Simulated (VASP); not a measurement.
Band structure of Si₂Mo (space group P6_222). All values below come from r2SCAN meta-GGA, VASP's PBE PAW potentials (set 64) (plane waves; VASP).

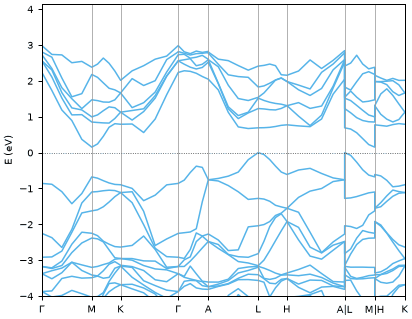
Fig. 1. Bands along high-symmetry lines, zero at the valence-band maximum or, without a gap, the Fermi level

**Question.** Read the plot: is there a gap, and where are the band edges?

**Answer.** The gap is indirect, 0.15 eV, from the valence maximum at L to the conduction minimum at M.

The structure comes from a computed database's Si2Mo entry (P6_222); how it stands against other phases isn't given here. It was relaxed first.
